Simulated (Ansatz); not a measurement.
## Geometry relaxation, with input and output: C₁₈HF (part 3 of 3)

The same run, continued: C₁₈HF (slab, 20 atoms in the cell); DFT PBE, scalar-relativistic, plane waves, PAW, no spin polarisation (Ansatz 0.2.0); cutoff 420 eV, 2×2×1 k-mesh, Gaussian smearing of 0.02 eV. It belongs to a series of runs on one base structure; here: end point B relaxed.

Geometry of the input (Å; fractional positions):
```
7.3980  0.0000  0.0000
-3.6990  6.4069  0.0000
0.0000  0.0000  12.0000
C  0.0000  0.0000  0.0833
C  0.2222  0.1111  0.0833
C  0.0000  0.3333  0.0833
C  0.2222  0.4444  0.0833
C  0.0000  0.6667  0.0833
C  0.2222  0.7778  0.0833
C  0.3333  0.0000  0.0833
C  0.5556  0.1111  0.0833
C  0.3333  0.3333  0.0833
C  0.5556  0.4444  0.0833
C  0.3333  0.6667  0.0833
C  0.5556  0.7778  0.0833
C  0.6667  0.0000  0.0833
C  0.8889  0.1111  0.0833
C  0.6667  0.3333  0.0833
C  0.8889  0.4444  0.0833
C  0.6667  0.6667  0.0833
C  0.8889  0.7778  0.0833
F  0.6296  0.1481  0.1900
H  1.0741  0.2593  0.1300
```

Trajectory as extended XYZ, continued:
```
20
Lattice="7.3980 0.0000 0.0000 -3.6990 6.4069 0.0000 0.0000 0.0000 12.0000" Properties=species:S:1:pos:R:3:forces:R:3 step=6 energy=-5338.19532
C     0.0368   -0.0170    0.8513    0.6441  -0.1209  -0.2219
C     1.2722    0.7022    0.9116   -0.2671  -0.5109  -0.0632
C    -1.1795    2.1169    1.1149    0.4613  -0.2912   0.9131
C     0.0798    2.8694    0.8627   -0.2006  -0.1873   0.1773
C    -2.4319    4.2657    0.9360    0.2335   0.5154  -0.1485
C    -1.2004    4.9862    0.9487   -0.5436  -0.0145  -0.0229
C     2.4816   -0.0148    0.9884    0.0912   0.0520   0.0916
C     3.7503    0.7142    1.2336    0.1033   0.0295   0.5161
C     1.2796    2.1402    0.8845    0.3688   0.5072  -0.1940
C     2.5099    2.8509    0.8909   -0.4735  -0.0426  -0.1381
C     0.0452    4.2683    0.9114    0.6609   0.0339  -0.1614
C     1.2773    4.9768    0.8884   -0.2991  -0.4917  -0.2015
C     4.9920   -0.0218    0.8939    0.1988   0.5109  -0.1355
C     6.1967    0.6568    0.8152   -0.5158   0.4031   0.1353
C     3.7422    2.1655    0.9497    0.5662  -0.0932  -0.0084
C     4.9461    2.8564    0.9819   -0.1275  -0.5421  -0.0982
C     2.5027    4.2669    0.8808    0.0735  -0.0090  -0.1073
C     3.7329    4.9721    0.8923    0.1348   0.0063  -0.1319
F     3.8802    0.7746    2.7913   -0.2285  -0.2540  -0.0903
H     6.4742    1.9287    2.2128   -0.8815   0.4988  -0.1069
20
Lattice="7.3980 0.0000 0.0000 -3.6990 6.4069 0.0000 0.0000 0.0000 12.0000" Properties=species:S:1:pos:R:3:forces:R:3 step=7 energy=-5338.45540
C     0.0582   -0.0139    0.8228   -0.4229   0.0052  -0.1630
C     1.2783    0.6880    0.8993    0.2322   0.2864   0.0534
C    -1.1805    2.1215    1.1980    0.4998  -0.1260   0.6925
C     0.0867    2.8641    0.9022   -0.0692  -0.2117   0.0942
C    -2.4182    4.2753    0.8800   -0.1118  -0.3244  -0.0708
C    -1.1982    4.9833    0.9222    0.2393   0.0039   0.0925
C     2.4897   -0.0210    0.9985   -0.0143  -0.0133  -0.1799
C     3.7594    0.7046    1.2940    0.1153   0.1741   0.0663
C     1.2930    2.1477    0.8722   -0.0988  -0.1568   0.0701
C     2.5157    2.8469    0.8591    0.2670   0.0024  -0.0567
C     0.0704    4.2612    0.8914   -0.2017   0.0984  -0.0319
C     1.2872    4.9652    0.8395    0.0890   0.5099  -0.0798
C     5.0092   -0.0034    0.9047   -0.3271  -0.6948  -0.1595
C     6.1928    0.6739    0.8534    0.6091   0.0051   0.1364
C     3.7694    2.1569    0.9727   -0.7836  -0.0680  -0.2796
C     4.9474    2.8438    0.9714    0.3639   0.4929  -0.0871
C     2.5169    4.2657    0.8172    0.0684  -0.1261  -0.0101
C     3.7509    4.9767    0.8255   -0.0636  -0.0110  -0.0284
F     3.8368    0.7208    2.7937   -0.0895  -0.1558   0.2379
H     6.3231    2.0009    2.3221   -0.3020   0.3089  -0.2955
20
Lattice="7.3980 0.0000 0.0000 -3.6990 6.4069 0.0000 0.0000 0.0000 12.0000" Properties=species:S:1:pos:R:3:forces:R:3 step=8 energy=-5338.53364
C     0.0618   -0.0172    0.8207   -0.0534  -0.0029   0.0018
C     1.2866    0.6877    0.8968    0.0573   0.0403  -0.0100
C    -1.1648    2.1227    1.2836   -0.2579  -0.0324  -0.2509
C     0.0944    2.8591    0.9419   -0.0763  -0.0081   0.1944
C    -2.4110    4.2672    0.8482   -0.0255  -0.0780   0.0020
C    -1.1902    4.9793    0.9016    0.0711   0.0075  -0.0383
C     2.4968   -0.0238    0.9569    0.0421   0.0238   0.1081
C     3.7621    0.7006    1.2841    0.0330  -0.0158  -0.0163
C     1.2972    2.1449    0.8905    0.0119  -0.1103  -0.0451
C     2.5211    2.8435    0.8327    0.0743   0.0082  -0.0151
C     0.0758    4.2596    0.8805   -0.0583  -0.0473   0.0460
C     1.2935    4.9673    0.8109    0.0206   0.0296  -0.0518
C     5.0163   -0.0149    0.9020   -0.0278   0.1099   0.0694
C     6.2101    0.6676    0.9090    0.0562   0.1966   0.2127
C     3.7668    2.1536    0.9440    0.1186  -0.0717   0.0594
C     4.9590    2.8442    0.9626   -0.0151  -0.0530  -0.0896
C     2.5231    4.2608    0.7872    0.0593   0.0150  -0.0561
C     3.7561    4.9708    0.7906   -0.0363   0.0039  -0.0045
F     3.8021    0.6779    2.7945   -0.0373   0.0361  -0.0732
H     6.2312    2.1069    2.4016    0.0419  -0.0523  -0.0445
20
Lattice="7.3980 0.0000 0.0000 -3.6990 6.4069 0.0000 0.0000 0.0000 12.0000" Properties=species:S:1:pos:R:3:forces:R:3 step=9 energy=-5338.54288
C     0.0630   -0.0162    0.8296   -0.0121  -0.0046   0.0228
C     1.2904    0.6871    0.9032    0.0050  -0.0413   0.0034
C    -1.1736    2.1245    1.2702    0.0495  -0.0272   0.0550
C     0.0936    2.8568    0.9595    0.0600   0.0259  -0.0543
C    -2.4102    4.2649    0.8351    0.0359   0.0343  -0.0007
C    -1.1870    4.9777    0.9033   -0.0461   0.0152  -0.0105
C     2.5005   -0.0247    0.9667   -0.0333  -0.0550  -0.0126
C     3.7641    0.7016    1.2889   -0.0195  -0.0212  -0.0434
C     1.2988    2.1415    0.8960   -0.0239   0.0509  -0.0008
C     2.5240    2.8412    0.8245   -0.0492   0.0272   0.0103
C     0.0770    4.2578    0.8912    0.0245  -0.0353   0.0121
C     1.2958    4.9679    0.8139    0.0092  -0.0094   0.0194
C     5.0184   -0.0137    0.9150    0.0292   0.0008   0.0334
C     6.2128    0.6706    0.9279   -0.0028  -0.0608  -0.0577
C     3.7681    2.1498    0.9320    0.0691  -0.0097   0.0010
C     4.9588    2.8414    0.9365   -0.0561   0.0177   0.0152
C     2.5259    4.2602    0.7783   -0.0241  -0.0074  -0.0050
C     3.7571    4.9709    0.7854    0.0068   0.0231  -0.0079
F     3.7910    0.6937    2.7935    0.0125   0.0510   0.0394
H     6.2196    2.1053    2.3893   -0.0345   0.0259  -0.0195
20
Lattice="7.3980 0.0000 0.0000 -3.6990 6.4069 0.0000 0.0000 0.0000 12.0000" Properties=species:S:1:pos:R:3:forces:R:3 step=10 energy=-5338.54418
C     0.0626   -0.0180    0.8324    0.0249  -0.0032  -0.0144
C     1.2902    0.6851    0.9042   -0.0070  -0.0007   0.0067
C    -1.1728    2.1231    1.2681    0.0210   0.0019   0.0110
C     0.0949    2.8559    0.9559   -0.0110  -0.0159   0.0012
C    -2.4098    4.2641    0.8337    0.0071   0.0201   0.0026
C    -1.1872    4.9762    0.9041   -0.0071  -0.0077   0.0031
C     2.4998   -0.0270    0.9691    0.0153  -0.0008  -0.0004
C     3.7639    0.7016    1.2879   -0.0022   0.0052  -0.0054
C     1.2989    2.1407    0.8943    0.0198   0.0003  -0.0029
C     2.5239    2.8405    0.8229   -0.0129  -0.0067  -0.0043
C     0.0777    4.2560    0.8934    0.0063   0.0165  -0.0055
C     1.2963    4.9665    0.8194   -0.0100  -0.0051   0.0004
C     5.0193   -0.0155    0.9209   -0.0198  -0.0130   0.0024
C     6.2132    0.6683    0.9274   -0.0081   0.0112   0.0073
C     3.7693    2.1485    0.9273    0.0018   0.0083  -0.0163
C     4.9589    2.8406    0.9331   -0.0167  -0.0048  -0.0056
C     2.5259    4.2591    0.7787   -0.0007  -0.0066   0.0106
C     3.7571    4.9700    0.7856    0.0105  -0.0048   0.0000
F     3.7923    0.7126    2.7950   -0.0050  -0.0018   0.0161
H     6.2135    2.1100    2.3866   -0.0063   0.0077  -0.0066
```

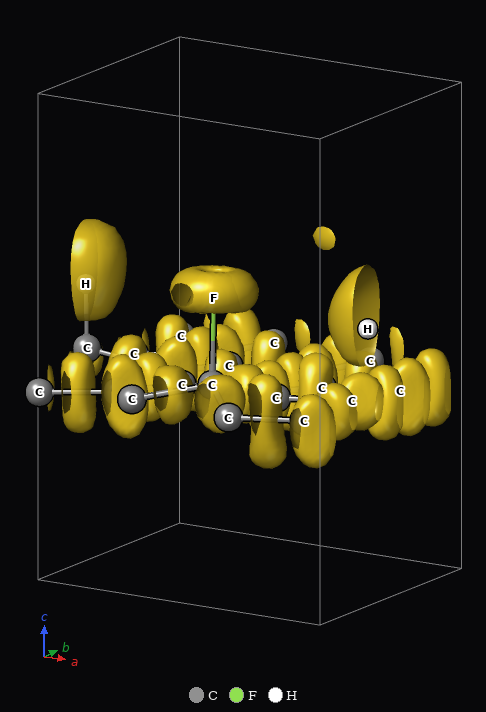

Figure 1. Isosurface of the ELF at 0.8 (yellow), seen slightly off an axis. Core shells and regions of very low density are left out. Sticks mark near contacts. Counts are for one cell; the picture repeats the cell along the surface. Along the contacts the grid gives the following. The fields are those of the smooth PAW valence density.

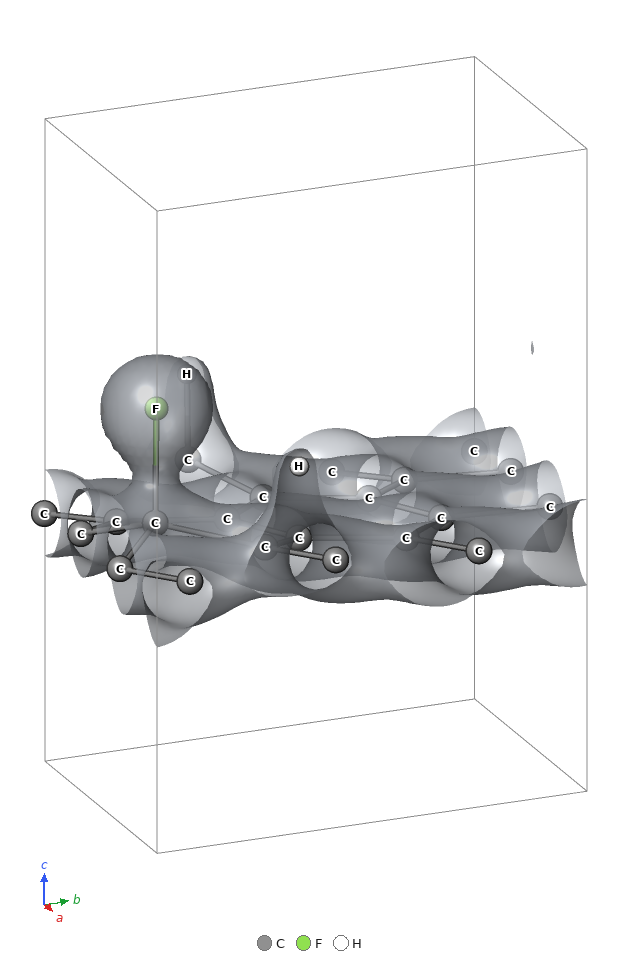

Figure 2. Isosurface of the valence electron density at 1 e/Å³ (grey), seen at an oblique angle. Sticks mark near contacts. At this value the density is joined into sheets; it holds about 55 % of the electrons treated as valence. On the grid the lowest density along these lines, outside the cores, is 1.8 e/Å³ (C–H, 1.12 Å), 2.2 e/Å³ (C–C, 1.38 Å), 1.3 e/Å³ (C–F, 1.51 Å) and 2 e/Å³ (C–C, 1.42 Å).

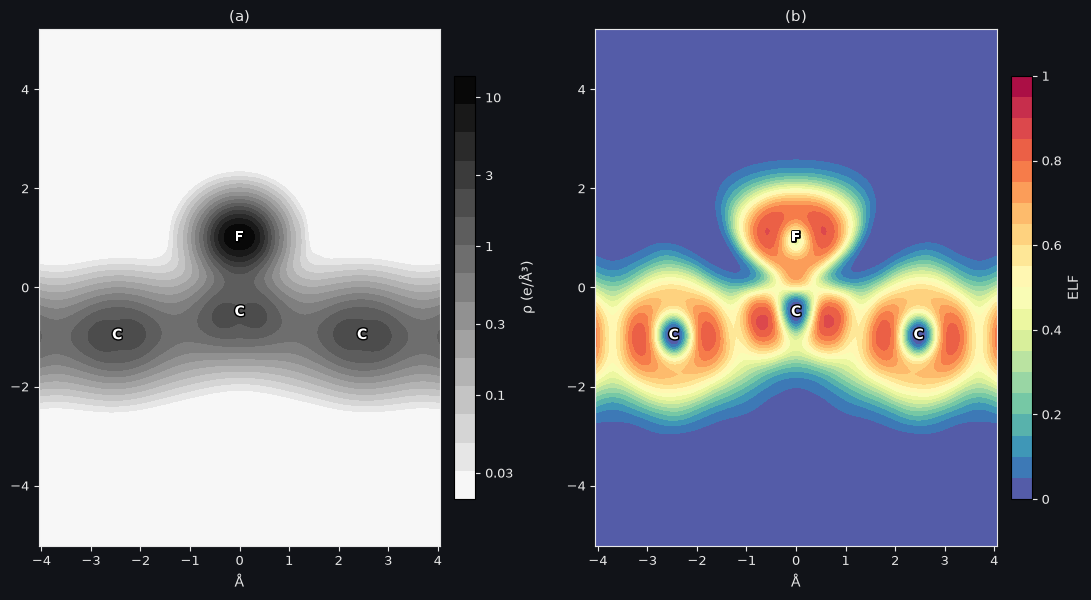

Figure 3. (a) valence electron density; (b) electron localisation function on the (100) plane of the calculation cell, a cut from vacuum to vacuum. Atoms in the plane: C and F. The density dies away to nearly zero in the vacuum.

Summary:

```csv
quantity,value
outcome,converged
electrons treated,80
free energy,−5338.5442 eV
Fermi energy,−1.040 eV
gap on the k-point mesh,0.33 eV
final volume,568.78 Å³
largest force (length of the vector) at the end,0.029 eV/Å
hardware,"1 thread of Intel Xeon (Granite Rapids), 16 GiB of memory available, shared host"
wall time,38 s
peak memory,0.72 GiB
```

Remarks:

The program warns: the exchange-correlation potential is rough where the density is thin.
